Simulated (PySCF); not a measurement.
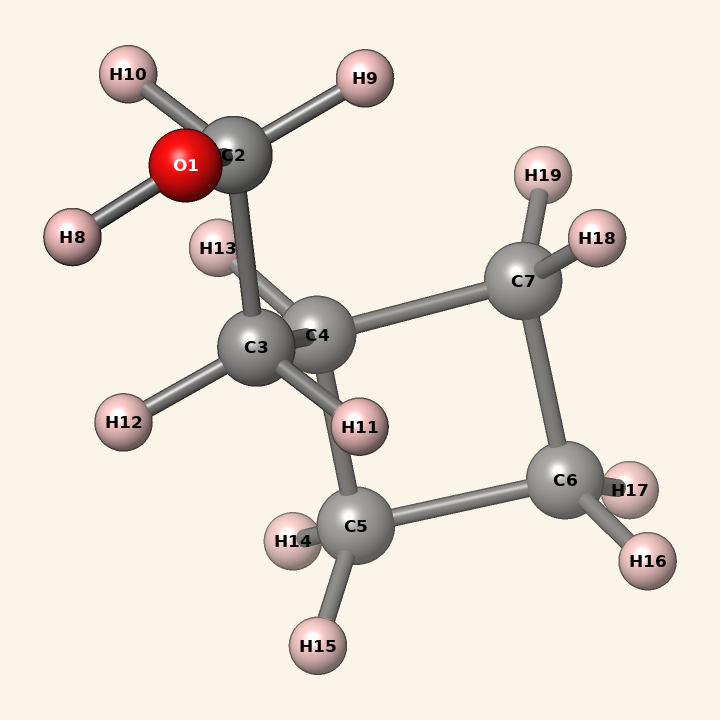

C4 lies behind C3. The molecule seen a little off the C3–C4 bond, C3 in front. Distant atoms are faded towards the background colour. The computed structure is the end point of a GFN2-xTB optimisation. No frequency run is at hand to confirm it as a minimum.

> What is the torsion angle C2–C3–C4–C5? The sign is positive where the front bond must turn clockwise to cover the back bond.

176°, antiperiplanar (anti). The bonds about C3–C4 are staggered.
